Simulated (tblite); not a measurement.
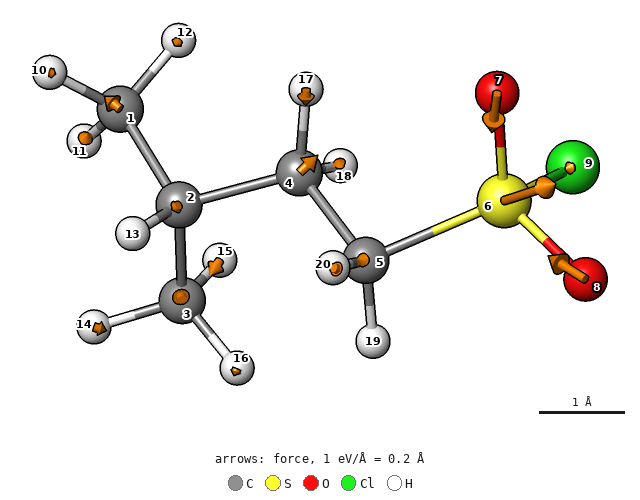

Starting geometry of C$_{5}$H$_{11}$ClO$_{2}$S with the computed forces as orange arrows. A ball-and-stick model, seen at a tilt.

These are results of GFN2-xTB geometry optimisation, gas phase (tblite), not measurements. 

Q: Is this structure relaxed? If not, where do the atoms go?

A: It isn't relaxed: the largest force vector, on S6, is 5.48 eV/Å. The final displacements have little in common with the starting forces (cosine between the two patterns 0.17). The atom that moves furthest after the best rigid fit is H11 (1.04 Å). By element the largest moves are H 1.04 Å, Cl 0.31 Å, O 0.27 Å, S 0.24 Å, C 0.15 Å. Among the contacts that change: S6–O7 1.500 → 1.426 Å, C3–H15 1.128 → 1.088 Å, C2–C4 1.500 → 1.537 Å, S6–Cl9 2.070 → 2.038 Å. Among the angles between lasting bonds that change: O7–S6–O8 109.0° → 118.8°, C5–S6–Cl9 110.3° → 101.2°, C2–C3–H15 103.7° → 110.4°. Groups turn about C1–C2 by about 50°. Over 133 geometry steps the energy falls by 21.8 kcal/mol.
